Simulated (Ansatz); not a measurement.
System: FGeHO.

Input file:

```
crystal:
  periodic: [false, false, false]
  atoms:
    - { symbol: O, position_ang: [-0.8416, 0.3042, -0.6024] }
    - { symbol: Ge, position_ang: [-0.2435, -0.4608, 0.843] }
    - { symbol: F, position_ang: [1.3531, -1.0348, 0.5039] }
    - { symbol: H, position_ang: [-0.2125, 1.1311, -0.7647] }
basis:
  gaussian: { orbitals: def2-SVP }
hamiltonian:
  xc: r2scan
relax:
  f_tol: 0.015
  max_steps: 40
output:
  orbitals: {}
```

Launched as:

```sh
ansatz run input.yaml --threads 1 --pin off --max-ram 2048MiB --backend cpu --events-out ev --progress --plain --runs-dir out
```

The fields are those of the relaxed geometry.

Computed with RKS r2SCAN/def2-SVP (Ansatz).

Predict the electron density and electron localisation function between the atoms.

Answer. Ge–F (1.77 Å): ρ at the midpoint is about 0.84 e/Å³; the ELF peaks at about 0.80 in the valence shell of F, 0.5 Å from its nucleus, and is about 0.20 at the midpoint.
Ge–O (1.78 Å): ρ is about 0.95 e/Å³ halfway; the ELF peaks at about 0.85 in the valence shell of O, 0.6 Å from its nucleus, and is about 0.30 at the midpoint.
O–H (0.97 Å): ρ at the midpoint is about 3.6 e/Å³; the ELF climbs to about 1 towards the hydrogen, as it does in any bond to H: an ordinary covalent bond to hydrogen.

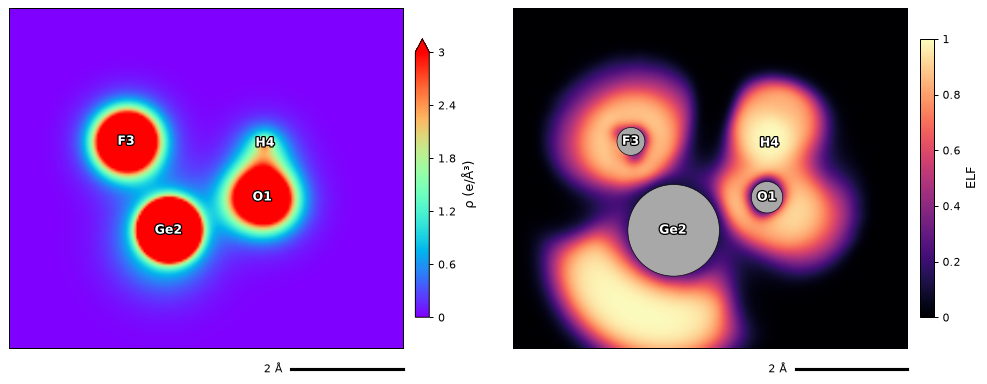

Computed electron density and electron localisation function on the molecular plane, in this order. Grey discs cover the atomic cores in the ELF map. 
